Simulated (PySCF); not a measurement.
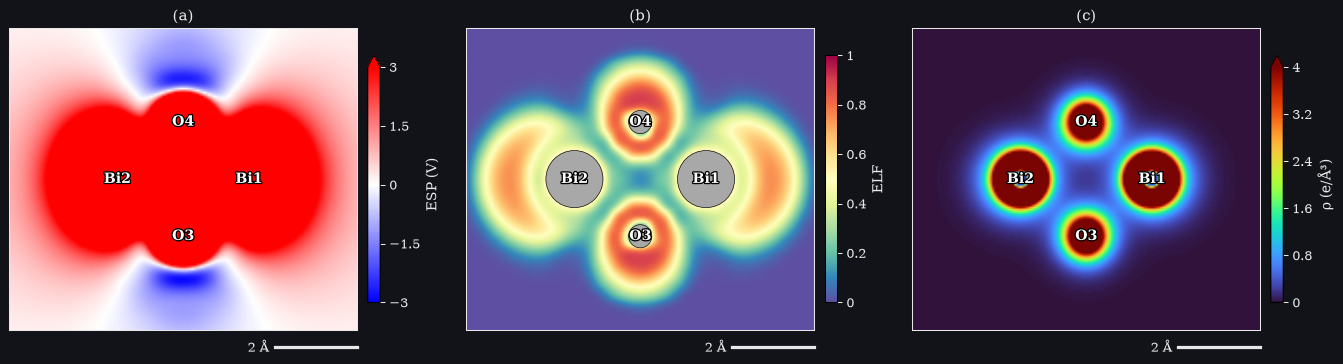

*Bi₂F₂O₂. (a) molecular electrostatic potential; (b) ELF; (c) electron density on the plane of atoms Bi2, Bi1 and O3. Grey discs cover the atomic cores in the ELF map.*

Core potentials replace the inner electrons of Bi.

Theory: RKS TPSS, Bi def2-SVP with ECP60, O def2-SVP, F def2-SVP; non-relativistic Hamiltonian with scalar-relativistic core potentials where named; density fitting (PySCF).

Input

```
mol = gto.M(atom='''
Bi    -0.00000    -0.53857     1.60378
Bi     0.00000    -0.53857    -1.60378
O      1.39234    -0.58093     0.00000
O     -1.39234    -0.58093     0.00000
F     -0.00000     1.48190     1.96312
F      0.00000     1.48190    -1.96312''',
    basis={'Bi': 'def2-SVP', 'O': 'def2-SVP', 'F': 'def2-SVP'},
    ecp={'Bi': 'def2-SVP'},
    charge=0, spin=0)
mf = dft.RKS(mol, xc='TPSS')
mf.grids.atom_grid = (75, 302)  # f atoms: at least (60, 302), unpruned
mf = mf.density_fit()  # Bi def2-universal-JKFIT, O def2-universal-JKFIT, F def2-universal-JKFIT
mf.conv_tol = 1e-09; mf.max_cycle = 55
mf.kernel(dm0)
```

Launched as:

```sh
OMP_NUM_THREADS=2 python run.py
```

What do the fields say about this system?

- Atoms in the plane: Bi and O.
- Bi–O (2.12 Å): the density is about 0.68 e/Å³ at the midpoint; the ELF peaks at about 0.80 in the valence shell of O, 0.6 Å from its nucleus, and drops to about 0.20 between the two atoms.
- Bi–Bi (3.21 Å): the density is about 0.22 e/Å³ at the midpoint; the ELF is about 0.10 at the midpoint.
- The ELF also peaks beside O3 and O4, away from the bonds: lone-pair regions.
- Outside the dense part of the molecule the potential is most negative (−2.7 V) near O3 and O4.
